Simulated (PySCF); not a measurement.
**MoNCl2: frequency calculation**

MoNCl2, multiplicity 2, computed with UKS-based PBE0, Mo def2-TZVP with ECP28, N def2-TZVP, Cl def2-TZVP; non-relativistic Hamiltonian with a scalar-relativistic core potential; density fitting (PySCF 2.14.0).

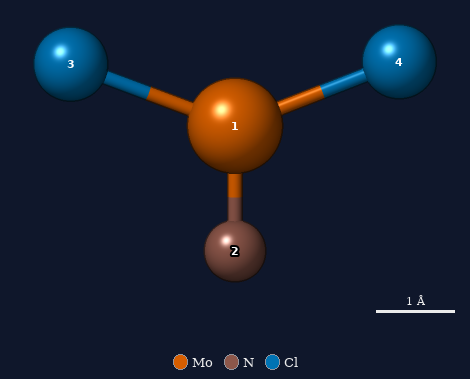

Figure 1. The input geometry (ball-and-stick view, seen on its broad side; atoms are numbered from 1 in the order of the input). Sticks mark near contacts. Bond lengths as drawn: Cl–Mo 2.26 Å and Mo–N 1.61 Å.

Input file
```python
from pyscf import gto, scf, dft
mol = gto.M(atom='''
Mo     0.000000     0.000000    -0.186832
N      0.000001     0.000000    -1.799986
Cl    -2.115398     0.000000     0.621905
Cl     2.115397     0.000000     0.621908''',
    basis={'Mo': 'def2-TZVP', 'N': 'def2-TZVP', 'Cl': 'def2-TZVP'},
    ecp={'Mo': 'def2-TZVP'},
    charge=0, spin=1)
mf = dft.UKS(mol, xc='PBE0')
mf.grids.atom_grid = (75, 302)
aux = {'Mo': 'def2-universal-JKFIT', 'N': 'def2-universal-JKFIT', 'Cl': 'def2-universal-JKFIT'}
mf = mf.density_fit(auxbasis=aux)
mf.conv_tol = 1e-09
mf.diis_space = 10
mf.max_cycle = 60
mf.verbose = 4
mf.kernel()
```

The script is an equivalent of the set-up of the self-consistent field. The run itself was carried out by a driver, which started from the orbitals of the step before it where there was one and computed the further properties.

Run on 4 threads of Arm Neoverse V1, 24 GiB of memory available, shared host.

Command:
```bash
OMP_NUM_THREADS=4 python axn.py task.json out
```

Output
```
init E= -1043.11806830938
  alpha nocc = 28  HOMO = -0.287533864664779  LUMO = -0.142181361712211
  beta  nocc = 27  HOMO = -0.332270776438747  LUMO = -0.152507716120877
  HOMO = -0.287533864665  LUMO = -0.152507716121  gap/eV = 3.67425
cycle= 1 E= -1043.11806830938  delta_E= -1.82e-12  |g|= 2.34e-06  |ddm|= 3.76e-06
  alpha nocc = 28  HOMO = -0.287534313677342  LUMO = -0.142181884705927
  beta  nocc = 27  HOMO = -0.332270911935035  LUMO = -0.152508100853844
  HOMO = -0.287534313677  LUMO = -0.152508100854  gap/eV = 3.67425
Extra cycle  E= -1043.11806830938  delta_E= 7.73e-12  |g|= 5e-06  |ddm|= 5.68e-06
converged SCF energy = -1043.11806830938  <S^2> = 0.76388744  2S+1 = 2.0138396
```

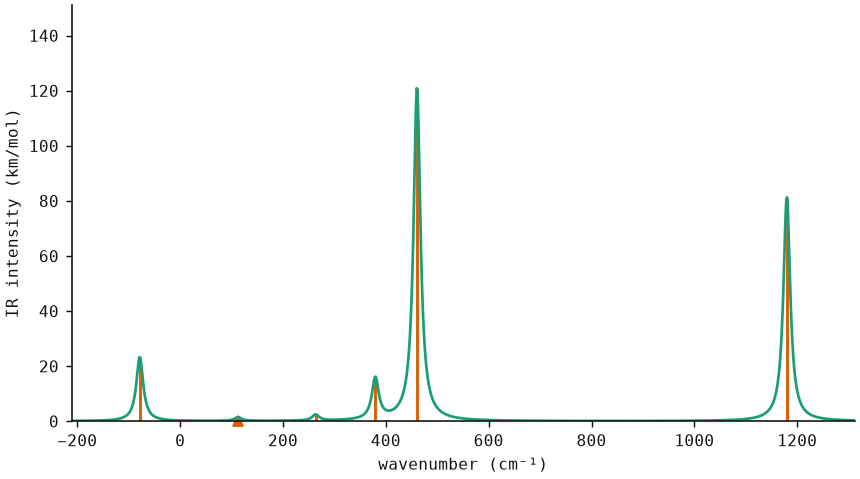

Figure 2. Harmonic infrared spectrum, unscaled: sticks (degenerate modes added up, dark ones marked on the axis) with a Lorentzian envelope of 16 cm⁻¹ full width, scaled to the tallest stick; imaginary modes are drawn at negative wavenumbers. 6 modes from 79i to 1180 cm⁻¹, 1 imaginary beyond 8i (79i cm⁻¹): not a clean minimum; so soft a mode can be a shallow saddle, an incomplete relaxation or noise of the force constants. The strongest line is at 461 cm⁻¹ (121 km/mol). All modes, in cm⁻¹ (km/mol): 79i (23), 113 (1.3), 263 (2.2), 380 (15.0), 461 (121), 1180 (81).

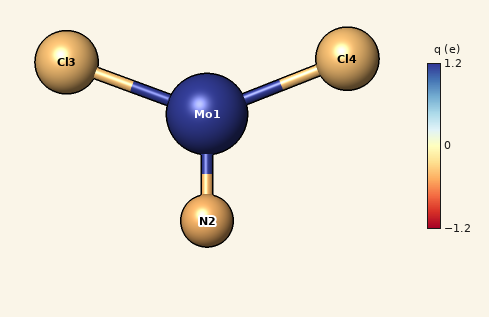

Figure 3. Mulliken charges, as the colour of each atom (ball-and-stick view, seen on its broad side; atoms are numbered from 1 in the order of the input). By element: Mo +1.17, N −0.43 and Cl −0.37 e.

Results in brief

| quantity | value |
| --- | --- |
| outcome | converged |
| total energy | −1043.118068 hartree |
| ⟨S²⟩ | 0.764 |
| zero-point energy | 0.005459 hartree |
| dipole moment | 1.26 D |
| wavenumbers, lowest and highest | 79i and 1180 cm⁻¹ |
| wall time | 85 s (CPU time 4.7 min) |
| peak memory | 1.6 GiB |
